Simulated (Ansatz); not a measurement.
# Ir (hcp type): how the settings move a single-point run

Aim: see which settings change the result for Ir (hcp type), by how much, and at what cost.

Computed with Ansatz 0.2.0 (reference: DFT, PBEsol, PAW with Ansatz's default frozen-core files, scalar-relativistic, unless a step's input says otherwise).

### Step 1. The structure to begin with

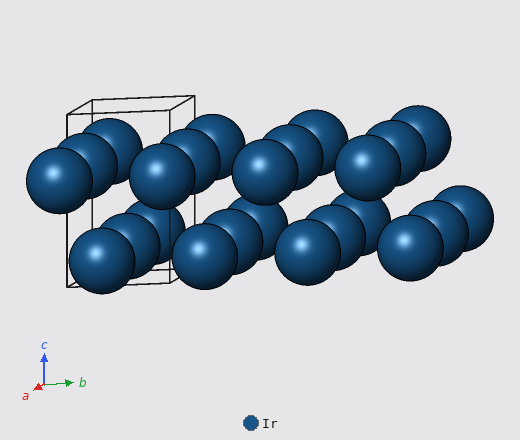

Start, viewed slightly off an axis; iridium blue. 3×4×1 cells are drawn.

Coordinates:

```
CELL_PARAMETERS angstrom
2.47813 0.00000 0.00000
-1.23907 2.14613 0.00000
0.00000 0.00000 4.03628
ATOMIC_POSITIONS crystal
Ir 0.33333 0.66667 0.25000
Ir 0.66667 0.33333 0.75000
```

### Step 2. The reference run

input.yaml reads:

```yaml
crystal:
  lattice:
    - [2.4781325599, 0.0, 0.0]
    - [-1.23906628, 2.1461257508, 0.0]
    - [0.0, 0.0, 4.0362814768]
  atoms:
    - { symbol: Ir, position: [0.3333333333, 0.6666666667, 0.25] }
    - { symbol: Ir, position: [0.6666666667, 0.3333333333, 0.75] }
kpoints:
  mp_grid: { grid: [16, 16, 9] }
scf:
  occupations: { method: fermi_dirac, width: 0.08 }
hamiltonian:
  xc: pbesol
  pseudopotentials: { kind: paw }
output:
  forces: true
  stress: true
  eigenvalues: true
  populations: true
```

Launch:

```bash
$ ansatz run input.yaml --threads 1 --pin off --max-ram 2048MiB --backend cpu --events-out ev --progress --plain --runs-dir out
```

The main lines of its log:

```text
[...]
Basis set: ecut = 420 eV, 391 PW (Γ), exchange–correlation on 36×36×54 points (8 copies of the dense FFT grid, shifted against one another)
[...]
k-points: 150 of 2304
[...]
SCF iter   1: F=—  HF=-23594.616154 eV  |F-HF|=—  |Δ(HF+E_count)|=         —  Δρ=1.62e-2  dr2=1.99e-2  ethr=1.77e-3  ⟨swp⟩=5.4  Hψ=14185  notcnv=0
preconditioner: auto → none  [metal: Δε(μ)=0.016 eV  Ē_g=11.234 eV  σ=0.080 eV  W_gap=0.05  n_scr=8 (ndim 8)  ℏωp=34.0 eV  f_vac=0.000  D(μ)=1.51/eV (n_scr^D=22)  sad-step TF]
SCF iter   2: F=—  HF=-23594.607063 eV  |F-HF|=—  |Δ(HF+E_count)|=   9.09e-3  Δρ=8.99e-3  dr2=6.00e-3  ethr=5.86e-5  ⟨swp⟩=1.2  Hψ=4522  notcnv=0
[...]
SCF iter   5: F=-23594.604694 eV  HF=-23594.604694 eV  |F-HF|=1.22e-8  |Δ(HF+E_count)|=   4.14e-7  Δρ=1.20e-5  dr2=2.07e-8  ethr=3.97e-9  ⟨swp⟩=2.0  Hψ=5110  notcnv=0
SCF iter   6: F=-23594.604694 eV  HF=-23594.604694 eV  |F-HF|=9.09e-11  |Δ(HF+E_count)|=   4.94e-9  Δρ=1.82e-6  dr2=2.16e-10  ethr=6.07e-11  ⟨swp⟩=2.1  Hψ=11584  notcnv=0
[...]
SCF converged after 6 iterations
Free energy (F): -23594.604694 eV
[...]
E sigma→0 (E₀):  -23594.588556 eV
[...]
Fermi energy:    36.094358 eV
[...]
  P = ⅓ Tr σ = 205.3342 GPa (2053.342 kbar)
[...]
```

Wall time 4.5 s (1 thread of Arm Neoverse V1, shared host); peak memory 0.32 GiB.

### Step 3. Variant: symmetry.detect false, dispersion d3bjatm

input.yaml, as its differences from that of step 2:

```diff
@@ -8,2 +8,3 @@
     - { symbol: Ir, position: [0.6666666667, 0.3333333333, 0.75] }
+  symmetry: { detect: false }
 kpoints:
@@ -15,2 +16,3 @@
   pseudopotentials: { kind: paw }
+  dispersion: d3bjatm
 output:
```

Launch:

```bash
$ ansatz run input.yaml --threads 1 --pin off --max-ram 2048MiB --backend cpu --events-out ev --progress --plain --runs-dir out
```

Standard output (excerpt; [...] marks lines left out):

```text
[...]
Pseudopotentials: kind: paw
Pseudopotential: Ir, paw, valence charge 17, recommended cutoff 420 eV (normal)
Functional definition: PBEsol
[...]
Crystal: 2 atoms, lattice volume = 21.466 Å³
Basis set: ecut = 420 eV, 391 PW (Γ), exchange–correlation on 36×36×54 points (8 copies of the dense FFT grid, shifted against one another)
Bands: 21, of which v1, the nominal top of the filled ones, is band 17 counted from 1 (16 counted from 0)
Symmetry: 1 space group operations
k-points: 1154 of 2304 (time reversal used)
[...]
SCF iter   1: F=—  HF=-23596.157712 eV  |F-HF|=—  |Δ(HF+E_count)|=         —  Δρ=1.62e-2  dr2=1.99e-2  ethr=1.77e-3  ⟨swp⟩=5.4  Hψ=109600  notcnv=0
[...]
SCF iter   6: F=-23596.146175 eV  HF=-23596.146175 eV  |F-HF|=2.92e-8  |Δ(HF+E_count)|=   4.72e-9  Δρ=7.58e-6  dr2=3.25e-8  ethr=1.51e-10  ⟨swp⟩=2.2  Hψ=91123  notcnv=0
[...]
SCF converged after 6 iterations
Free energy (F): -23596.146175 eV
[...]
E sigma→0 (E₀):  -23596.130038 eV
Entropy (-TS):   -0.032275 eV (-16.138 meV/atom)
Fermi energy:    36.094347 eV
[...]
--- Forces (eV/Å), atoms counted from 1 ---
  atom   1  Ir    -0.00000004    -0.00000001     0.00021637
  atom   2  Ir    -0.00000003    -0.00000000    -0.00021639
[...]
--- Stress (GPa, compression-positive) ---
      196.273582      -0.000001      -0.000000
       -0.000001     196.273583       0.000000
       -0.000000       0.000000     196.277422
  P = ⅓ Tr σ = 196.2749 GPa (1962.749 kbar)
--- Band table (eV; the first three rows and the last of 1154) ---
  k-point 0: bands = ["-58.0101", "-57.7724", "-16.0641", "-14.2792", "-14.2792", "-14.0101", "-14.0028", "-14.0028", "21.5847", "24.3774", "29.9636", "30.1299", "30.1299", "31.1641", "31.1641", "32.4549", "32.4549", "34.6575", "36.4492", "36.4492", "45.9480"]
[...]
--- Löwdin populations: 2 sites ---
  site symbol       q [e]
     0     Ir     16.8056
     1     Ir     16.8056
  spilling = 0.011434 (of n_electrons = 34.000000)
```

Wall time 64 s (1 thread of Arm Neoverse V1, shared host); peak memory 0.73 GiB.

The energy moves by -770.7 meV/atom, nearly all of it the dispersion term itself (-770.7 meV/atom); that offset belongs to the model and is no gain or loss of stability; the pressure goes from 205.3 to 196.3 GPa.

### Step 4. Changed: occupations.method tetrahedron, accuracy medium, width left out

input.yaml, as its differences from that of step 2:

```diff
@@ -11,3 +11,3 @@
 scf:
-  occupations: { method: fermi_dirac, width: 0.08 }
+  occupations: { method: tetrahedron }
 hamiltonian:
@@ -20 +20,2 @@
   populations: true
+accuracy: medium
```

Launch:

```bash
$ ansatz run input.yaml --threads 1 --pin off --max-ram 2048MiB --backend cpu --events-out ev --progress --plain --runs-dir out
```

Standard output (excerpt; [...] marks lines left out):

```text
Warning: output.forces, output.stress, relax.cell or npt_langevin: where a Kohn–Sham band that disperses or a degenerate level is filled in part under the method tetrahedron, the forces or the stress that this run publishes need not agree with its energy (scf.occupations.method in the [...]
[... 3 set-up lines as earlier in the session ...]
[...]
Crystal: 2 atoms, lattice volume = 21.466 Å³
Basis set: ecut = 420 eV, 391 PW (Γ), exchange–correlation on 36×36×54 points (8 copies of the dense FFT grid, shifted against one another)
Bands: 21, of which v1, the nominal top of the filled ones, is band 17 counted from 1 (16 counted from 0)
Symmetry: 24 space group operations
Space group: P63/mmc (ITA 194), of the structure as read, at distance tolerance 2.8e-5 Å
k-points: 150 of 2304
[...]
SCF converged after 6 iterations
Stability not checked: this state was not tested for a lower state beside it, because cold or Methfessel-Paxton smearing, or corrected tetrahedra, fill the levels in a way that the test cannot read (fill_not_monotonic; see scf.lower_state_search)
Free energy (F): -23594.591440 eV
[...]
E sigma→0 (E₀):  -23594.591440 eV
Entropy (-TS):   -0.000000 eV (-0.000 meV/atom)
Fermi energy:    36.078489 eV
[...]
--- Forces (eV/Å), atoms counted from 1 ---
  atom   1  Ir    -0.00000000     0.00000000     0.00000000
  atom   2  Ir     0.00000000    -0.00000000     0.00000000
[...]
--- Stress (GPa, compression-positive) ---
      205.248871      -0.000000       0.000000
       -0.000000     205.248871       0.000000
        0.000000       0.000000     204.994807
  P = ⅓ Tr σ = 205.1642 GPa (2051.642 kbar)
--- Band table (eV; the first three rows and the last of 150) ---
[... band rows left out ...]
[...]
--- Löwdin populations: 2 sites ---
  site symbol       q [e]
     0     Ir     16.8053
     1     Ir     16.8053
  spilling = 0.011451 (of n_electrons = 34.000000)
```

It took 3.7 s on 1 thread of Arm Neoverse V1, shared host; peak memory 0.32 GiB.

Changing the smearing moves the energy by -1.4 meV/atom (σ→0 values).

### Step 5. All runs together

| run | ending | energy change | pressure (GPa) | gap (eV) | force (eV/Å) | cycles | time |
| --- | --- | --- | --- | --- | --- | --- | --- |
| reference | converged | 0 | 205.3 | 0.00 | 0.00 | 6 | 4.5 s |
| 1: symmetry.detect false, dispersion d3bjatm | converged | -770.7 meV/atom (offset of the dispersion model) | 196.3 | 0.00 | 0.00 | 6 | 64 s |
| 2: occupations.method tetrahedron, accuracy medium, width left out | converged | -1.4 meV/atom (σ→0) | 205.2 | 0.00 | 0.00 | 6 | 3.7 s |

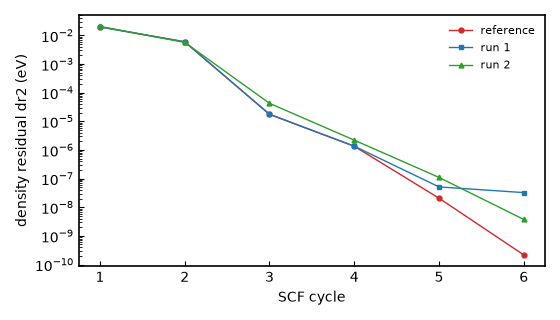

Residual by cycle in the longest SCF loop of each run; runs are numbered as in the table.

**Reading.** «occupations.method tetrahedron, accuracy medium, width left out» moves the energy by -1.4 meV/atom. The pressure spans 196.3 to 205.3 GPa over the reference and the converged variants. Of the variants the dearest is «symmetry.detect false, dispersion d3bjatm» (64 s), the cheapest «occupations.method tetrahedron, accuracy medium, width left out» (3.7 s), on a shared host. The structure is not at rest: the sound run finds 205 GPa, so these are no properties of the relaxed crystal. 
